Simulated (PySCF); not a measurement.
C4H7BOSi, SMILES c1(ccco1)[SiH2]B at its GFN2-xTB optimised geometry (Å):

```
14

B      2.4849    -0.8891    -0.5947
Si     0.8138    -1.7127     0.0050
C     -0.4991    -0.3585     0.0000
C     -1.8669    -0.3585     0.0000
C     -2.2789     0.9931     0.0000
C     -1.1333     1.7279    -0.0011
O     -0.0580     0.9272    -0.0027
H      2.7236    -0.7473    -1.7313
H      3.2828    -0.4917     0.1627
H      0.2450    -2.7865    -0.8327
H      0.7932    -2.2864     1.3668
H     -2.4952    -1.2254     0.0002
H     -3.2828     1.3666     0.0008
H     -0.9603     2.7865    -0.0015
```

Level of theory: CAM-B3LYP/def2-TZVP in PySCF. Cells within 0.4 Å of a nucleus heavier than hydrogen are left out (blank, or x).

Map of the electrostatic potential (hartree/e), clipped to [-0.08, 0.12] on the plane z = 0.0 Å:

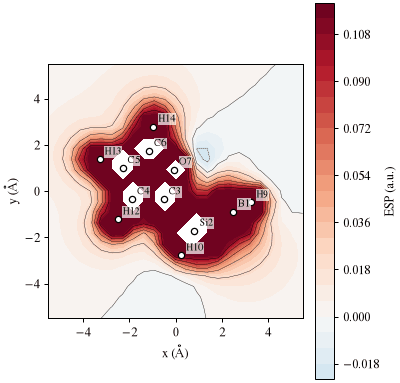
Figure: Electrostatic potential (hartree/e), clipped to [-0.08, 0.12] on the plane z = 0.0 Å.
